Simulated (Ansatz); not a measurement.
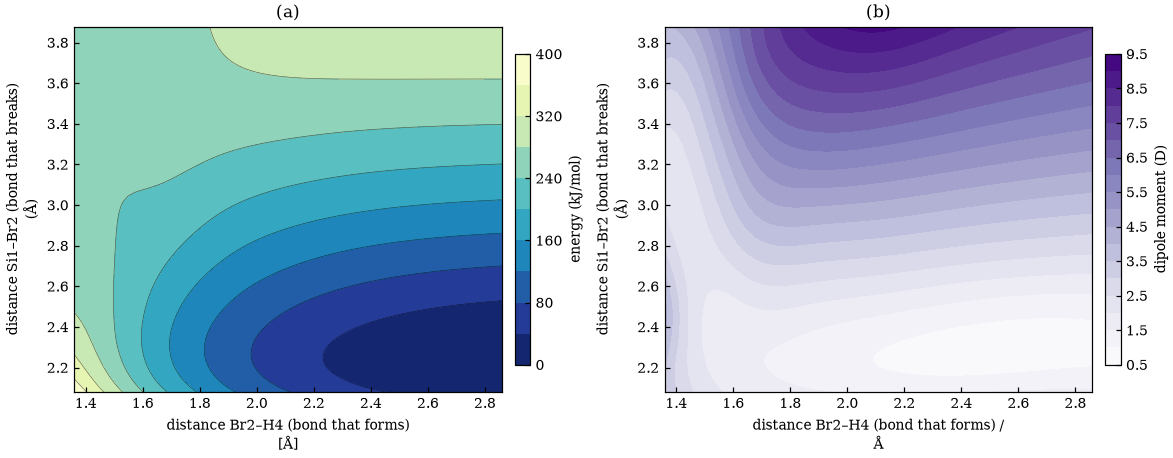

The reacting system BrClH₂OSi (fragments BrClH₂OSi where the first distance is long, ClHOSi + BrH where the second is long). The first coordinate is: distance Br2–H4 (bond that forms); the second: distance Si1–Br2 (bond that breaks). Relaxed at each point: all other coordinates. The scan uses an 8 × 8 grid. Points are written as (first, second). Energies are in kJ/mol, from the lowest grid point. The reference is spin-restricted, so regions where a bond is pulled apart into radicals lie too high. All numbers below come from RKS B3LYP-D4/def2-SVP (Ansatz).

Panel (a) is the energy and panel (b) the computed dipole moment on the same grid.

Drawn: filled contours. Between grid points the surface is interpolated.

**How does the dipole moment vary over the map, and what is it at the lowest grid point?**

Leaving out the highest fifth of the energies, it runs from 0.8 D at (2.344 Å, 2.237 Å) to 7.5 D at (1.879 Å, 3.564 Å). At the lowest grid point, (2.859 Å, 2.237 Å), it is 0.9 D. That point lies on the edge of the scan.
